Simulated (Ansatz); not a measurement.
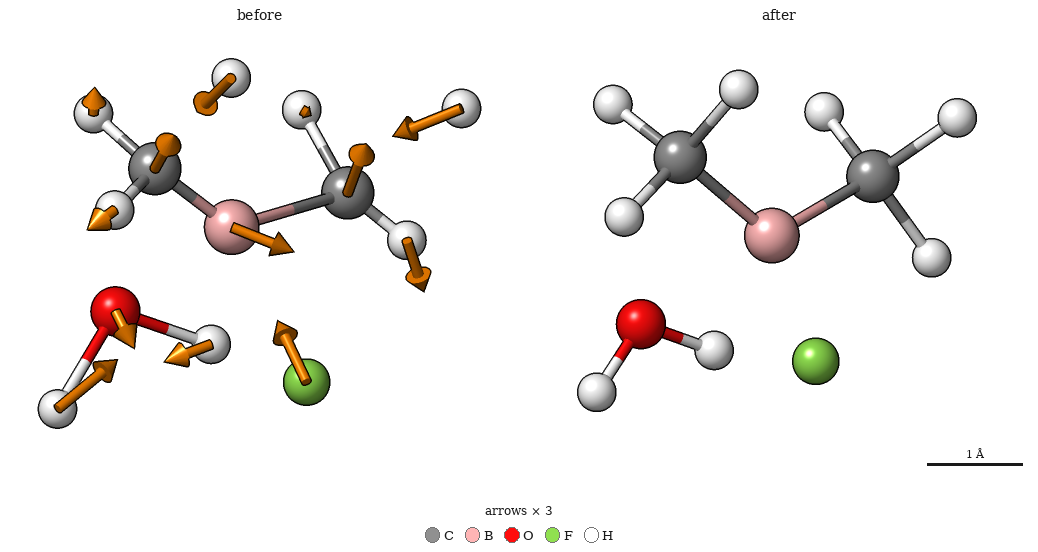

The structure of C₂H₈BFO before (left) and after (right) a relaxation, at one scale. The orange arrows give the displacements, magnified 3 times.

The picture is a ball-and-stick view, seen from a free direction.

The calculation used RKS B3LYP-d4/x2c-TZVPPall (Ansatz 0.2.0).

Input
```yaml
crystal:
  periodic: [false, false, false]
  atoms:
    - {symbol: C, position_ang: [-1.329999, 0.170459, -0.271411]}
    - {symbol: B, position_ang: [-0.173786, 0.121103, -0.223756]}
    - {symbol: C, position_ang: [1.031359, -1.105264, 0.339852]}
    - {symbol: O, position_ang: [0.019849, 1.228157, 1.373521]}
    - {symbol: F, position_ang: [0.890822, 1.241943, -1.567368]}
    - {symbol: H, position_ang: [-1.916781, -0.055493, 0.474680]}
    - {symbol: H, position_ang: [-1.908607, -0.741097, -1.770173]}
    - {symbol: H, position_ang: [-1.733022, 0.930769, -0.817567]}
    - {symbol: H, position_ang: [0.381023, -1.655216, 1.016433]}
    - {symbol: H, position_ang: [1.760184, -1.035187, 0.023334]}
    - {symbol: H, position_ang: [0.946318, -2.264508, -0.988458]}
    - {symbol: H, position_ang: [1.136142, 0.866258, 1.295780]}
    - {symbol: H, position_ang: [-0.078593, 2.523753, 1.063318]}
basis:
  gaussian: {orbitals: x2c-TZVPPall}
hamiltonian: {xc: {name: B3LYP}, dispersion: d4}
relax: {f_tol: 0.001, max_steps: 3}
```

Run as
```bash
ansatz run in.yaml --threads 4 --pin off --events-out ev --progress --plain --max-ram 10444MiB
```

Summarise the run.

The relaxation stopped without meeting its thresholds, so the last structure isn't shown to be converged. The input was poor on purpose: steps. C3 moves most after the best rigid fit: 0.34 Å. Largest moves by element: C 0.34 Å, H 0.32 Å, F 0.29 Å, B 0.24 Å, O 0.16 Å. Some distances before and after: C1–H7 1.847 → 1.275 Å, C3–H11 1.765 → 1.219 Å, B2–F5 2.048 → 1.598 Å, O4–H13 1.336 → 0.945 Å. New bonds form: C1–H7 (1.85 → 1.27 Å), C3–H11 (1.77 → 1.22 Å). Among the angles between lasting bonds that change: H9–C3–H10 146.9° → 117.3°, B2–C3–H9 97.9° → 110.0°, C1–B2–C3 135.0° → 123.2°. The energy falls by 376.8 kcal/mol in 2 geometry steps. Largest force component: 30 eV/Å at the start, 3 eV/Å at the end. The run took 13 s on 4 threads of Arm Neoverse V2, on a shared host.
